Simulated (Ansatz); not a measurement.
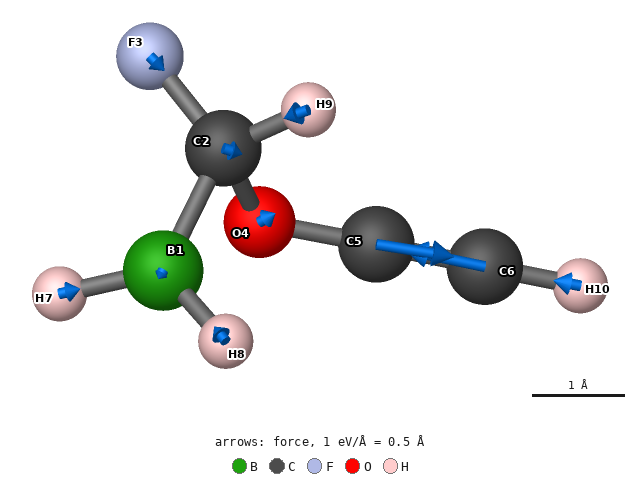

Starting geometry of C$_{3}$H$_{4}$BFO with the computed forces as blue arrows. Style: ball-and-stick. Shown at a tilt.

The start comes from PBE-D4/def2-SVP.

The calculation used Ansatz 0.2.0, RKS PBE0-D4/def2-TZVP.

Input
```yaml
crystal:
  periodic: [false, false, false]
  atoms:
    - {symbol: B, position_ang: [-0.091192, -1.676438, -0.100741]}
    - {symbol: C, position_ang: [-0.708027, -0.489945, 0.725139]}
    - {symbol: F, position_ang: [-2.023507, -0.518609, 1.028756]}
    - {symbol: O, position_ang: [-0.553549, 0.307632, -0.545954]}
    - {symbol: C, position_ang: [0.329132, 1.272942, -0.546690]}
    - {symbol: C, position_ang: [1.146572, 2.180240, -0.578450]}
    - {symbol: H, position_ang: [-0.836123, -2.361319, -0.764548]}
    - {symbol: H, position_ang: [1.112844, -1.797841, -0.124259]}
    - {symbol: H, position_ang: [-0.147933, 0.038638, 1.524090]}
    - {symbol: H, position_ang: [1.854883, 2.993602, -0.614444]}
basis:
  gaussian: {orbitals: def2-TZVP}
hamiltonian: {xc: pbe0, dispersion: d4}
relax: {f_tol: 0.005, max_steps: 150}
```

Command:
```bash
ansatz run in.yaml --threads 4 --pin off --events-out ev --progress --plain --max-ram 10444MiB
```

**Is this structure relaxed? If not, where do the atoms go?**

It isn't relaxed: the largest force vector, on C6, is 1.82 eV/Å. The final displacements have little in common with the starting forces (cosine between the two patterns 0.11). After 24 accepted moves (27 points after the start) the energy has fallen by 2.02 kcal/mol. Largest force component: 1.3 eV/Å at the start, 0.0048 eV/Å at the end. The line search rejected the trial steps at points 13, 20, 26 of the run. The atom that moves furthest after the best rigid fit is H8 (0.77 Å). Largest moves by element: H 0.77 Å, F 0.47 Å, O 0.43 Å, C 0.35 Å, B 0.33 Å. Some distances before and after: C2–O4 1.509 → 1.430 Å, C5–C6 1.222 → 1.197 Å, B1–H7 1.210 → 1.190 Å, C6–H10 1.079 → 1.063 Å. Bond angles that change, for instance: B1–C2–O4 85.2° → 100.9°, B1–C2–H9 122.7° → 117.2°, B1–C2–F3 119.0° → 113.8°. Groups turn about C2–O4 by about 35°.
